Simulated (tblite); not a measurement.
Run report: C₄H₁₁BNSi, geometry relaxation (part 1 of 4)

- system: C₄H₁₁BNSi, multiplicity 2, SMILES CB1C[SiH]CCN1
- method: GFN2-xTB geometry optimisation, gas phase (tblite 0.8.0)

It belongs to a series of runs on one base structure; here: H removed from Si.

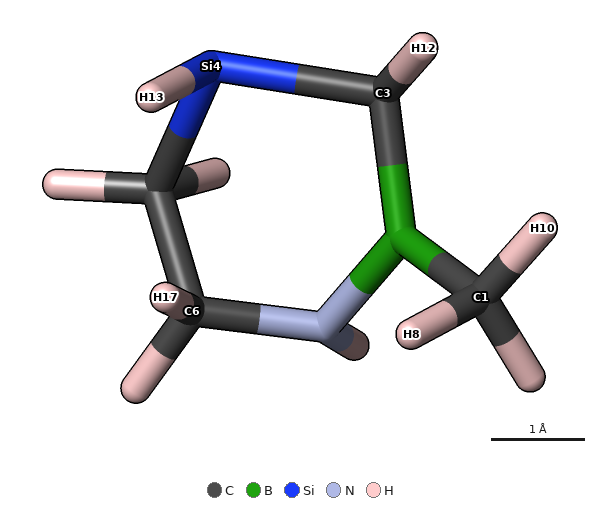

**Figure 1.** The structure as given in the input (stick view, seen at a tilt; atoms are numbered from 1 in the order of the input).

**Summary**

```json
{"quantity": "outcome", "value": "converged"}
{"quantity": "total energy", "value": "−544.6513 eV"}
{"quantity": "hardware", "value": "1 CPU thread, shared host"}
{"quantity": "wall time", "value": "0.84 s"}
{"quantity": "peak memory", "value": "0.18 GiB"}
```

**Input**
```
{"job": {"kind": "relax", "xc": "GFN2-xTB", "basis": "xTB"}, "charge": 0, "multiplicity": 2}
C      2.355400     0.038500     0.500200
B      0.961500     0.133000    -0.304600
C      0.304200     1.557200    -0.411700
Si    -1.462600     1.367000     0.215400
C     -1.990600    -0.327300    -0.417600
C     -0.999600    -1.302500     0.186900
N      0.251700    -1.172100    -0.514800
H      2.083500    -0.336700     1.521100
H      2.944900    -0.757000     0.029600
H      2.867600     1.006100     0.533400
H      0.188500     1.872500    -1.485600
H      0.843300     2.338200     0.129400
H     -1.447500     1.225600     1.706800
H     -3.018600    -0.577900    -0.163000
H     -1.826900    -0.250900    -1.528600
H     -1.405100    -2.325200     0.217500
H     -0.906900    -0.960800     1.257200
H      0.248400    -1.521400    -1.483100
```

The first line tells a small driver script what to run in tblite; the rest is the geometry in Å.

Launched with:
```bash
OMP_NUM_THREADS=1 python <driver script> task.json out
```

**Output**
```
step      E/eV     max force
  0    -543.29965    1.358
  1    -543.46385    0.746
  2    -543.56675    0.656
  3    -543.62574    0.524
  4    -543.66606    0.414
  5    -543.68398    0.363
  6    -543.70219    0.313
  7    -543.71639    0.301
  8    -543.73047    0.279
  9    -543.74608    0.383
 10    -543.76768    0.482
 11    -543.79722    0.532
 12    -543.83686    0.590
 13    -543.88154    0.560
 14    -543.92020    0.490
 15    -543.95148    0.529
 16    -543.98814    0.539
 17    -543.99897    1.293
 18    -544.05864    0.605
 19    -544.09444    0.608
 20    -544.16499    0.914
 21    -544.19264    0.600
 22    -544.22850    0.444
 23    -544.30786    0.863
 24    -544.33888    0.542
 25    -544.36213    0.568
 26    -544.39050    0.361
 27    -544.40549    0.583
 28    -544.42652    0.448
 29    -544.44789    0.355
 30    -544.46654    0.331
 31    -544.47915    0.296
 32    -544.49422    0.294
 33    -544.50620    0.309
 34    -544.51826    0.317
 35    -544.52797    0.246
 36    -544.53630    0.182
 37    -544.54289    0.183
 38    -544.55109    0.171
 39    -544.55643    0.174
 40    -544.56057    0.163
 41    -544.56453    0.148
 42    -544.56913    0.171
 43    -544.57365    0.133
 44    -544.57776    0.188
 45    -544.58185    0.179
 46    -544.58672    0.181
 47    -544.59166    0.142
 48    -544.59535    0.148
 49    -544.59761    0.124
 50    -544.59949    0.105
 51    -544.60126    0.094
 52    -544.60298    0.089
 53    -544.60474    0.116
 54    -544.60695    0.110
 55    -544.60970    0.147
 56    -544.61240    0.132
 57    -544.61459    0.113
 58    -544.61662    0.123
 59    -544.61902    0.118
 60    -544.62190    0.134
 61    -544.62449    0.106
 62    -544.62605    0.087
 63    -544.62672    0.055
 64    -544.62713    0.047
 65    -544.62752    0.048
 66    -544.62787    0.049
 67    -544.62817    0.045
 68    -544.62839    0.038
 69    -544.62857    0.035
 70    -544.62882    0.040
 71    -544.62915    0.056
 72    -544.62955    0.051
 73    -544.62990    0.044
 74    -544.63022    0.048
 75    -544.63063    0.047
 76    -544.63126    0.068
 77    -544.63203    0.074
 78    -544.63264    0.057
 79    -544.63306    0.066
 80    -544.63347    0.072
 81    -544.63404    0.071
 82    -544.63485    0.062
 83    -544.63577    0.073
 84    -544.63674    0.081
 85    -544.63789    0.083
 86    -544.63946    0.095
 87    -544.64126    0.110
 88    -544.64277    0.091
 89    -544.64388    0.079
 90    -544.64419    0.111
 91    -544.64520    0.060
 92    -544.64560    0.047
 93    -544.64600    0.046
 94    -544.64639    0.042
 95    -544.64669    0.044
 96    -544.64700    0.042
 97    -544.64729    0.039
 98    -544.64762    0.042
 99    -544.64812    0.050
100    -544.64881    0.047
101    -544.64917    0.075
102    -544.64970    0.049
103    -544.65000    0.048
104    -544.65050    0.037
105    -544.65070    0.031
106    -544.65095    0.035
107    -544.65104    0.026
108    -544.65111    0.018
109    -544.65118    0.017
110    -544.65123    0.019
111    -544.65126    0.015
112    -544.65128    0.009
```

**Trajectory as extended XYZ (Å, eV, eV/Å), 45 of the 113 frames kept, from step=0 to step=112**
```
18
Properties=species:S:1:pos:R:3:forces:R:3 step=0 energy=-543.29965
C     2.3554    0.0385    0.5002   -0.9010  -0.5110  -0.2250
B     0.9615    0.1330   -0.3046    0.1760  -0.7100   0.8780
C     0.3042    1.5572   -0.4117   -0.1570   0.1750  -1.1970
Si   -1.4626    1.3670    0.2154   -0.4330   0.4080   1.0270
C    -1.9906   -0.3273   -0.4176   -0.5090   0.6230  -1.0940
C    -0.9996   -1.3025    0.1869   -0.3730   0.5800   0.4270
N     0.2517   -1.1721   -0.5148    1.0830   0.3850  -0.1950
H     2.0835   -0.3367    1.5211    0.4690   0.5240  -0.7790
H     2.9449   -0.7570    0.0296    0.2300   0.4360   0.3310
H     2.8676    1.0061    0.5334    0.1040  -0.6160   0.2160
H     0.1885    1.8725   -1.4856    0.3480  -0.1510   0.8420
H     0.8433    2.3382    0.1294    0.0040  -0.1010  -0.3010
H    -1.4475    1.2256    1.7068   -0.0720   0.2220  -0.2110
H    -3.0186   -0.5779   -0.1630   -0.0310  -0.0660  -0.3290
H    -1.8269   -0.2509   -1.5286   -0.6240  -0.6310   0.7860
H    -1.4051   -2.3252    0.2175    0.4010   0.0730  -0.2980
H    -0.9069   -0.9608    1.2572    0.5000  -0.7390  -0.7270
H     0.2484   -1.5214   -1.4831   -0.2140   0.0970   0.8480
18
Properties=species:S:1:pos:R:3:forces:R:3 step=3 energy=-543.62574
C     2.3257    0.0241    0.4821    0.3550   0.0630  -0.0470
B     0.9585    0.1136   -0.2611   -0.2500   0.2930  -0.0750
C     0.2918    1.5499   -0.4374   -0.2010  -0.1870   0.4460
Si   -1.4813    1.3939    0.2584   -0.0200   0.1670  -0.2540
C    -2.0146   -0.2917   -0.4397    0.0260   0.0730   0.3800
C    -1.0087   -1.2699    0.1758    0.0910  -0.0010  -0.2490
N     0.2843   -1.1592   -0.4982   -0.3750  -0.1320   0.3380
H     2.1095   -0.3104    1.4895    0.0380  -0.0400   0.2550
H     2.9629   -0.7349    0.0483    0.2210  -0.1030  -0.0320
H     2.8700    0.9605    0.5465    0.1130  -0.0020   0.0240
H     0.2091    1.8709   -1.4662    0.0870  -0.0280  -0.2810
H     0.8413    2.3266    0.1025    0.0190  -0.0860  -0.1890
H    -1.4530    1.2403    1.7079   -0.0620   0.1200   0.3720
H    -3.0265   -0.5822   -0.1874   -0.2100  -0.0180  -0.1160
H    -1.8680   -0.2915   -1.5107   -0.3150  -0.1650  -0.3290
H    -1.3749   -2.3120    0.1919    0.1990   0.2210  -0.4030
H    -0.8721   -1.0026    1.2263    0.2180  -0.1240   0.0800
H     0.2373   -1.5192   -1.4401    0.0670  -0.0500   0.0800
18
Properties=species:S:1:pos:R:3:forces:R:3 step=5 energy=-543.68398
C     2.3321    0.0206    0.4745    0.1860  -0.0120   0.1240
B     0.9469    0.1192   -0.2486    0.0890  -0.0180  -0.0740
C     0.2766    1.5406   -0.4281   -0.0620   0.1200  -0.0480
Si   -1.4913    1.4124    0.2628   -0.1420   0.0000  -0.0490
C    -2.0239   -0.2765   -0.4327   -0.0720  -0.1340  -0.0840
C    -1.0094   -1.2576    0.1638   -0.0770  -0.0330   0.1860
N     0.2796   -1.1597   -0.4783   -0.0240   0.1080  -0.0570
H     2.1213   -0.3031    1.4910    0.0060  -0.0810   0.1440
H     2.9820   -0.7333    0.0527    0.1240  -0.1520  -0.0890
H     2.8789    0.9469    0.5521    0.1900   0.2580  -0.0480
H     0.2212    1.8662   -1.4706   -0.0060  -0.2220   0.0320
H     0.8420    2.3184    0.0836    0.0530   0.0290   0.0170
H    -1.4587    1.2532    1.7270   -0.0700   0.1390   0.0970
H    -3.0401   -0.5840   -0.2017   -0.0830   0.0500   0.0630
H    -1.9011   -0.3144   -1.5183   -0.2010   0.0430   0.0130
H    -1.3546   -2.2969    0.1589   -0.0670  -0.0300  -0.3560
H    -0.8484   -1.0245    1.2193   -0.0060   0.0030   0.1390
H     0.2380   -1.5210   -1.4188    0.1610  -0.0680  -0.0090
18
Properties=species:S:1:pos:R:3:forces:R:3 step=8 energy=-543.73047
C     2.3625    0.0193    0.4823   -0.0150   0.0370  -0.0430
B     0.9559    0.1239   -0.2438    0.2010   0.0040   0.1360
C     0.2616    1.5428   -0.4209    0.1360  -0.0820   0.0340
Si   -1.5165    1.4225    0.2626    0.0440  -0.1240   0.0830
C    -2.0424   -0.2788   -0.4319   -0.0830   0.0520   0.0370
C    -1.0179   -1.2525    0.1685    0.0050  -0.0270  -0.1590
N     0.2737   -1.1432   -0.4713    0.0910   0.1510  -0.0780
H     2.1352   -0.3062    1.5050    0.1450   0.0490  -0.1660
H     3.0092   -0.7457    0.0489   -0.0620   0.1360   0.0990
H     2.9081    0.9607    0.5498    0.0220  -0.1510  -0.0230
H     0.2276    1.8326   -1.4740   -0.0760  -0.1450   0.0290
H     0.8477    2.3177    0.0715   -0.0650   0.0930   0.0410
H    -1.4743    1.2842    1.7478   -0.0900   0.1280  -0.2160
H    -3.0622   -0.5790   -0.2009   -0.0270   0.0080   0.1820
H    -1.9521   -0.3258   -1.5226   -0.0180   0.0650   0.1130
H    -1.3503   -2.2912    0.0876   -0.1050  -0.0490  -0.0350
H    -0.8368   -1.0427    1.2314   -0.2500  -0.0840  -0.0920
H     0.2622   -1.5324   -1.4016    0.1500  -0.0590   0.0580
18
Properties=species:S:1:pos:R:3:forces:R:3 step=10 energy=-543.76768
C     2.3913    0.0225    0.4870   -0.0400   0.0570  -0.1650
B     0.9841    0.1290   -0.2291   -0.1930   0.1160   0.0580
C     0.2619    1.5386   -0.4106    0.0890  -0.1430   0.2410
Si   -1.5340    1.4179    0.2673    0.3310   0.0020  -0.1620
C    -2.0666   -0.2792   -0.4276    0.0360   0.0670   0.2260
C    -1.0258   -1.2526    0.1591    0.0340  -0.0350  -0.3590
N     0.2755   -1.1130   -0.4744   -0.1230  -0.0760   0.0770
H     2.1611   -0.3061    1.5043    0.1500   0.0750  -0.0480
H     3.0281   -0.7462    0.0532    0.0310   0.0810   0.0500
H     2.9387    0.9634    0.5443    0.0210  -0.1750   0.0220
H     0.2243    1.7852   -1.4736   -0.0620  -0.0480   0.0360
H     0.8463    2.3278    0.0665   -0.1680   0.0760  -0.0390
H    -1.4979    1.3256    1.7456   -0.0910   0.0620  -0.0840
H    -3.0848   -0.5731   -0.1790    0.0160  -0.0380   0.2060
H    -1.9993   -0.3263   -1.5154    0.0350   0.0660  -0.0060
H    -1.3592   -2.2918    0.0186    0.0490   0.1310   0.1510
H    -0.8546   -1.0657    1.2347   -0.3010  -0.1820  -0.3290
H     0.3019   -1.5496   -1.3824    0.1870  -0.0360   0.1240
18
Properties=species:S:1:pos:R:3:forces:R:3 step=13 energy=-543.88154
C     2.4674    0.0352    0.4747   -0.0240  -0.1310  -0.0240
B     1.0346    0.1482   -0.1691   -0.5080  -0.2060  -0.1130
C     0.2757    1.5127   -0.3549   -0.1650   0.2320  -0.0160
Si   -1.5345    1.4101    0.2596    0.1460   0.2760  -0.1730
C    -2.1390   -0.2690   -0.3946    0.1830  -0.0220  -0.1210
C    -1.0559   -1.2551    0.0781   -0.1510  -0.0410   0.0120
N     0.2700   -1.0295   -0.4817   -0.1870  -0.3110  -0.0940
H     2.2714   -0.2888    1.4930   -0.0120   0.0590   0.2720
H     3.0983   -0.7379    0.0690    0.1830  -0.2390  -0.3170
H     3.0431    0.9473    0.5296    0.0360   0.2190  -0.0560
H     0.2062    1.6251   -1.4485    0.1030   0.1760   0.2490
H     0.8115    2.3756    0.0435   -0.1230   0.0200  -0.1060
H    -1.5905    1.4690    1.7233   -0.0600  -0.0500   0.1330
H    -3.1447   -0.5603   -0.0698    0.3260  -0.0060   0.1450
H    -2.1473   -0.3142   -1.4836   -0.0690   0.1520  -0.0860
H    -1.3773   -2.2752   -0.1729    0.1640   0.0490   0.1160
H    -0.9647   -1.1765    1.1788   -0.0620  -0.1730  -0.3160
H     0.4670   -1.6106   -1.2860    0.2190  -0.0050   0.4960
18
Properties=species:S:1:pos:R:3:forces:R:3 step=15 energy=-543.95148
C     2.4991    0.0325    0.4618    0.0140  -0.1580   0.1260
B     1.0260    0.1444   -0.1392    0.0810  -0.1410   0.0170
C     0.2735    1.5091   -0.3254   -0.0790   0.1480  -0.1540
Si   -1.5244    1.4263    0.2492   -0.3880   0.1350   0.1580
C    -2.1640   -0.2577   -0.3836    0.1390   0.0520  -0.2810
C    -1.0794   -1.2560    0.0279   -0.0880  -0.1190   0.1310
N     0.2567   -1.0049   -0.4841    0.0670  -0.0520  -0.1060
H     2.3311   -0.2712    1.4982   -0.0360   0.0250   0.0790
H     3.1442   -0.7427    0.0598   -0.0930  -0.0880  -0.2660
H     3.0937    0.9414    0.5193   -0.1970   0.1090  -0.2040
H     0.2055    1.5598   -1.4200    0.1290   0.2820   0.0550
H     0.7834    2.4013    0.0220    0.0670   0.0610   0.0180
H    -1.6422    1.5383    1.7166   -0.0220  -0.0820  -0.0510
H    -3.1516   -0.5554   -0.0052    0.3870   0.0680   0.0740
H    -2.2277   -0.3008   -1.4725   -0.0970   0.2040  -0.0470
H    -1.3728   -2.2632   -0.2594   -0.0500  -0.2260  -0.1390
H    -1.0247   -1.2501    1.1230    0.0580  -0.0430   0.1050
H     0.5648   -1.6449   -1.2001    0.1090  -0.1780   0.4860
18
Properties=species:S:1:pos:R:3:forces:R:3 step=18 energy=-544.05864
C     2.5243    0.0096    0.4601   -0.1590   0.1430  -0.1230
B     1.0068    0.1283   -0.1142    0.3860   0.3530   0.1410
C     0.2564    1.5231   -0.3063    0.0530  -0.1680   0.1230
Si   -1.5546    1.4674    0.2473   -0.0470  -0.2180  -0.0220
C    -2.1570   -0.2382   -0.4016    0.0480   0.0380   0.1630
C    -1.1057   -1.2745   -0.0136    0.2970  -0.0570  -0.1790
N     0.2430   -0.9994   -0.4854    0.2040   0.3440   0.1660
H     2.3795   -0.2509    1.5191    0.1150  -0.1030  -0.2700
H     3.1713   -0.7609    0.0097   -0.4400   0.2570   0.1700
H     3.1031    0.9465    0.4798   -0.3510  -0.2960  -0.2210
H     0.2255    1.5563   -1.3910   -0.0150   0.2160  -0.3480
H     0.7634    2.4307    0.0025    0.1460  -0.0310   0.2290
H    -1.6913    1.5813    1.7120   -0.0380  -0.0680  -0.0410
H    -3.0950   -0.5427    0.0630   -0.0670   0.0810  -0.0360
H    -2.3086   -0.2573   -1.4792    0.0250   0.0880  -0.0530
H    -1.3689   -2.2778   -0.3450   -0.2340  -0.0920  -0.2480
H    -1.0714   -1.3271    1.0770   -0.0130   0.0450   0.2750
H     0.6703   -1.7082   -1.0458    0.0900  -0.5330   0.2720
18
Properties=species:S:1:pos:R:3:forces:R:3 step=20 energy=-544.16499
C     2.5169    0.0011    0.4486   -0.2220   0.1550  -0.0550
B     1.0192    0.1414   -0.0852   -0.4370   0.1030  -0.2630
C     0.2530    1.5324   -0.2916    0.0820   0.1190  -0.1170
Si   -1.5773    1.4793    0.2423    0.5190  -0.1300  -0.1830
C    -2.1357   -0.2241   -0.4111   -0.0500  -0.2230   0.1330
C    -1.0981   -1.3018   -0.0582    0.1010   0.2270   0.0570
N     0.2653   -0.9847   -0.4883    0.3260  -0.8540   0.0220
H     2.4300   -0.2449    1.5099    0.0670  -0.1510  -0.0760
H     3.1390   -0.7543   -0.0267   -0.1860  -0.0970   0.0210
H     3.0669    0.9302    0.4152    0.1260   0.2640  -0.0980
H     0.2402    1.5902   -1.3869   -0.0520   0.0790  -0.0080
H     0.7567    2.4522    0.0166    0.0360  -0.2530   0.2460
H    -1.7369    1.6015    1.6942   -0.0570  -0.0350   0.1270
H    -3.0339   -0.5218    0.1256   -0.3110   0.0120  -0.2090
H    -2.3615   -0.1958   -1.4829    0.1250  -0.1430   0.2170
H    -1.3935   -2.3014   -0.4267    0.1000   0.4360  -0.1910
H    -1.1231   -1.3868    1.0506    0.1660   0.0010  -0.2590
H     0.7639   -1.8063   -0.8571   -0.3330   0.4890   0.6370
```
